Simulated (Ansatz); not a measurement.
A computed series for MoS2: response to strain

The parent structure is MoS$_{2}$ (space group P6_3/mmc, No. 194; layered, stacked along the Cartesian z axis).

```yaml
crystal:
  lattice:
    - [3.10900, 0.00000, 0.00000]
    - [-1.55450, 2.69247, 0.00000]
    - [0.00000, 0.00000, 11.70898]
  atoms:
    - { symbol: Mo, position: [0.66667, 0.33333, 0.25000] }
    - { symbol: Mo, position: [0.33333, 0.66667, 0.75000] }
    - { symbol: S, position: [0.66667, 0.33333, 0.88351] }
    - { symbol: S, position: [0.33333, 0.66667, 0.38351] }
    - { symbol: S, position: [0.33333, 0.66667, 0.11649] }
    - { symbol: S, position: [0.66667, 0.33333, 0.61649] }
```

Cartesian axes are those of the cell as printed.

Strains are applied to the cell and any free atomic positions relax; under biaxial strain the out-of-plane vector relaxes too.

Method: DFT with PBEsol-D3(BJ), PAW potentials and a 420 eV plane-wave cutoff in Ansatz (a quantum-chemistry and plane-wave program), without spin-orbit coupling.

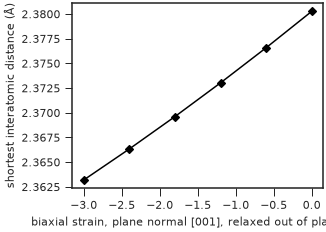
Shortest interatomic distance against biaxial strain, plane normal [001], relaxed out of plane

**Question.** From the plot, what is the shortest interatomic distance for biaxial strain −1.20 %, plane normal [001], relaxed out of plane?

**Answer.** About 2.373 Å.

**Question.** Is the trend monotonic over the range shown?

**Answer.** Yes, it rises throughout, spanning 2.363 Å to 2.380 Å.

No phonon test of stability was made.
